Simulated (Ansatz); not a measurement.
## How methods differ on BH2 (boron dihydride)

BH2 has 3 atoms, charge 0, and is taken as a doublet. As SMILES, `[BH2]`. The shape is that of a GFN2-xTB optimisation.

```tsv
atom	x (Å)	y (Å)	z (Å)
B	0.2628	-0.1662	0.1286
H	0.2800	0.9853	0.2610
H	-0.5429	-0.8191	-0.3896
```

Quantity: the electronic atomisation energy, in eV. The values are calculated. Electronic energies at fixed atoms, without zero-point motion or spin-orbit coupling.

```
          level                    kind  program  value (eV)  less FCI/3-21G  CPU time (all runs)
      UHF/3-21G            Hartree–Fock   Ansatz        5.97           -0.32               0.13 s
   USVWN5/3-21G                     LDA   Ansatz        8.03           +1.74               0.96 s
 U-revPBE/3-21G                     GGA   Ansatz        7.24           +0.95                  1 s
   UB3LYP/3-21G           global hybrid   Ansatz        7.44           +1.15                  1 s
U-wB97M-V/3-21G  range-separated hybrid   Ansatz        7.42           +1.13                8.6 s
 UBCCD(T)/3-21G   coupled cluster or CI   Ansatz        6.28           -0.01               0.54 s
    UCCSD/3-21G   coupled cluster or CI   Ansatz        6.28           -0.01               0.35 s
   UCCSDT/3-21G   coupled cluster or CI   Ansatz        6.28           -0.01                1.2 s
      FCI/3-21G      exact in the basis   Ansatz        6.29            0.00               0.37 s
```

FCI/3-21G is exact within its basis and frozen core, so for wave-function methods in that basis the difference is their error; functionals converge differently with the basis, so for them it is only a difference. The values span 5.97 to 8.03 eV. All rows use very small basis sets, so even the best lies far from the true value. Times are those of the runs behind each value, whatever else they computed, on shared processors of several kinds: orders of magnitude only.

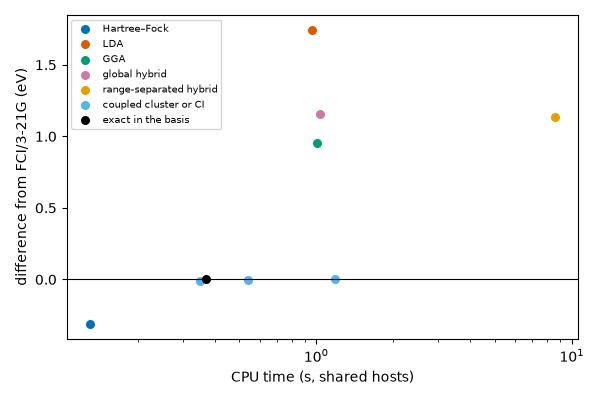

Difference from FCI/3-21G against processor time, one point a level.
